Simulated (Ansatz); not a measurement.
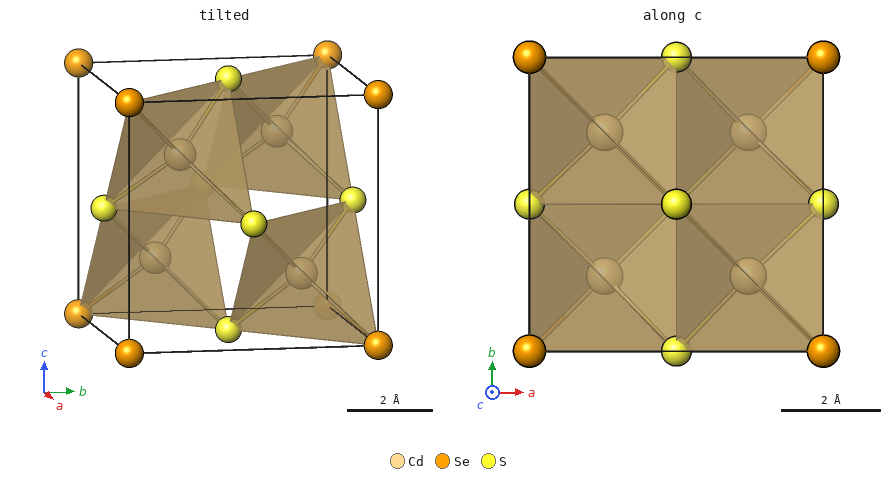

The image is a polyhedral drawing of a crystal, viewed slightly off an axis and along the c axis. The wireframe shows the conventional unit cell.

Cd4SeS3, space group P-43m (No. 215), a = 5.992 Å, b = 5.992 Å, c = 5.992 Å, α = 90.00°, β = 90.00°, γ = 90.00°. Source of the structure: a structure type filled with these elements by a generator (whether the compound takes this form wasn't checked). Earlier steps of the study may have refined or changed the cell and positions. Ansatz was used for an electronic-structure calculation on it.

This one geometry was computed with Ansatz (DFT, plane waves, PAW) at three levels of theory: PBE, r2SCAN and PBEsol.

Q: Which level gives the highest pressure at this volume, and what does that say about its equilibrium volume?

A: Highest: PBE (0.0 GPa), which points to the largest equilibrium volume. Lowest, with the smallest volume: PBEsol (-2.7 GPa). Levels within 0.5 GPa of each other can't be told apart.

Q: How does the band gap change with the level of theory?

A: PBEsol: a gap of 0.74 eV, direct; PBE: a gap of 0.87 eV, direct; r2SCAN: a gap of 1.32 eV, direct.

Q: Collect the results in a table.

A:
| level | cutoff (eV) | k-mesh of the run's cell | gap (eV) | pressure (GPa) |
| --- | --- | --- | --- | --- |
| PBE | 420 | 6×6×6 | 0.87 | 0.0 |
| r2SCAN | 500 | 6×6×6 | 1.32 | -1.4 |
| PBEsol | 420 | 6×6×6 | 0.74 | -2.7 |

Gaps are taken on the k-mesh or band path of each run.
